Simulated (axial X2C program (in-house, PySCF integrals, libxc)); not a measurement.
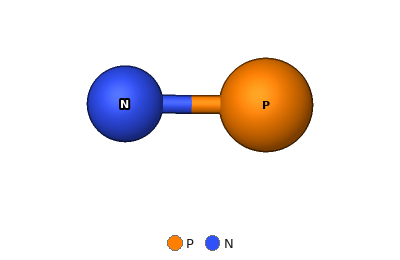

Fig. 1: The molecule at the reference distance of 1.486 Å.

Run report: PN, relativistic diatomic calculation

System: PN. The reference is closed-shell PN; the roots are vertical excitation energies. The distance is the PBE0 minimum at charge 0.
Method: EOM-EE-CCSD, two-component X2C with atomic mean-field Coulomb and Gaunt terms, P dyall-av3z, N dyall-av3z (cores contracted) (axial X2C program (in-house, PySCF integrals, libxc)).

### The input
```
{"zs": [15, 7], "q": 0, "bas": ["dyall-av3z", "dyall-av3z"], "r0": 1.62, "eom": "ee", "thr": -2.0, "nmax": 88}
```

The line is the task of a batch: nuclear charges, charge, bases, a first guess of the distance and further settings. This report covers the levels named above. The log is that of the reference distance 1.486 Å.

Hardware: 1 thread of Intel Xeon (Granite Rapids), 64 GiB of memory available, shared host.

Launched within a batch (the task file carries these settings):
```bash
python <driver script> task.json out
```

### Output
```
two-component X2C + atomic mean field  HF
basis functions 119  fitting functions 622  grid points 4349
iter        total energy     max residual
   1       -395.965183379     6.49e-02
   2       -395.978685135     3.92e-03
   3       -395.979172085     1.45e-03
   4       -395.979223986     7.38e-04
   5       -395.979231891     5.41e-04
   6       -395.979235195     1.04e-04
   7       -395.979235412     3.69e-05
   8       -395.979235502     2.77e-05
   9       -395.979235543     1.96e-05
  10       -395.979235584     8.30e-06
  11       -395.979235593     9.09e-07
  12       -395.979235593     4.69e-07
converged
one-electron -620.91672853  Coulomb 216.81827686  exact exchange -29.22192096  xc functional 0.00000000  nuclear repulsion 37.39139108  atomic mean-field constant -0.05025404
correlated 10  virtual 200  natural virtual 88  E(MP2) -0.357925571  MP2 remainder -0.035651278
iter   CCSD correlation   residual
   1     -0.302770120   2.00e-01
   2     -0.318485749   8.60e-02
   3     -0.322742649   3.01e-02
   4     -0.323009888   1.04e-02
   5     -0.323170852   4.28e-03
   6     -0.323137693   9.55e-04
   7     -0.323137068   2.90e-04
   8     -0.323140411   9.25e-05
   9     -0.323140161   3.63e-05
  10     -0.323139898   1.57e-05
  11     -0.323139899   7.64e-06
(T) -0.020074792115010336  T1 0.0282  D1 0.0381  max T2 0.057
EOM-EE-CCSD roots
2*Omega      energy/Eh   energy/eV  one-particle weight
    0       0.13424657      3.6530      0.961
    0       0.15565904      4.2357      0.934
    0       0.15566016      4.2357      0.934
    0       0.19211357      5.2277      0.935
    0       0.19613321      5.3371      0.941
    2       0.13423662      3.6528      0.961
    2       0.15607786      4.2471      0.934
    2       0.16779017      4.5658      0.955
    2       0.19088428      5.1942      0.912
    4       0.15650561      4.2587      0.933
    4       0.16789649      4.5687      0.954
    4       0.20635421      5.6152      0.926
    6       0.16802698      4.5722      0.954
```

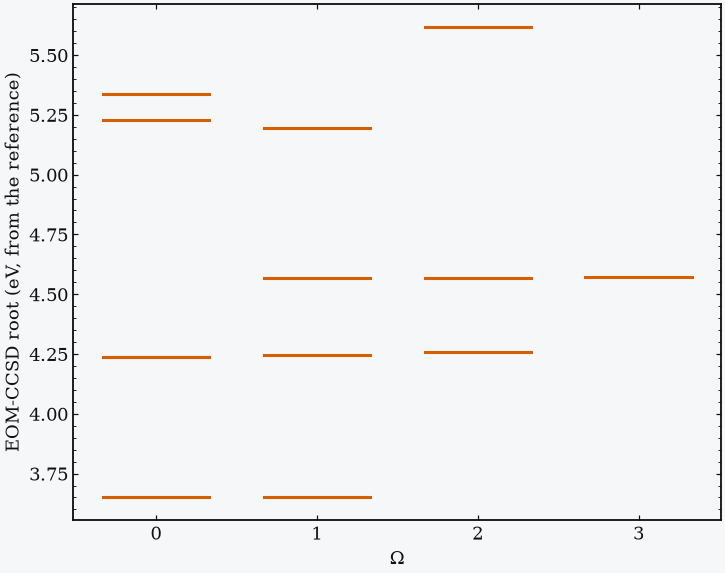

Fig. 2: EOM-CCSD roots by Ω at 1.49 Å. The lowest has Ω = 1 and lies at 3.653 eV, with one-particle weight 0.96.

### Results in brief

| quantity | value |
| --- | --- |
| outcome | converged |
| HF energy of the reference PN | −395.97924 hartree |
| MP2 energy of the reference PN | −396.33716 hartree |
| CCSD energy of the reference PN (with the MP2 share of the virtual spinors left out of the coupled-cluster step) | −396.33803 hartree |
| CCSD(T) energy of the reference PN | −396.35810 hartree |
| T1 diagnostic (spinor form; for a closed shell √2 times the usual value) | 0.028 |
| wall time | 23 s |
| peak memory | 0.63 GiB |
